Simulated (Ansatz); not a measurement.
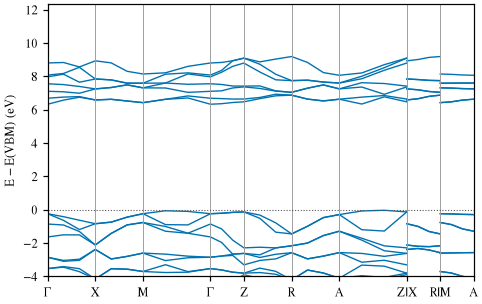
*Band structure from the program Ansatz at the HSE06 level (PAW)*

Problem. Read off the gap and where the band edges lie.

Solution. About 6.3 eV (6.33 eV among the points solved); maximum on the A–Z line, 53 % of the way from A, minimum at Γ.

Problem. Pick the material that matches.
A. SiO2, P4_12_12 (Si on 4a, O on 8b)
B. ZrO2, P4_2/nmc (Zr on 2a, O on 4d)
C. SiO2, rutile
D. ScOF, P4/nmm (Sc on 2c, O on 2b, F on 2a)

Solution. D, ScOF, P4/nmm (Sc on 2c, O on 2b, F on 2a)

The workflow started from a Materials Project entry (that database holds measured and hypothetical structures alike); the Crystallography Open Database copy checked does not list it. Its standing as an ambient phase is unchecked. The HSE06 relaxation kept the symmetry of its start; its stability against distortions is not shown here. The run is not spin-polarised. The hybrid was solved on a coarse mesh, the path and, where they were found, the r²SCAN edge points; its band edges are the extreme levels among these.

Potentials: the later of the program's two PAW sets.
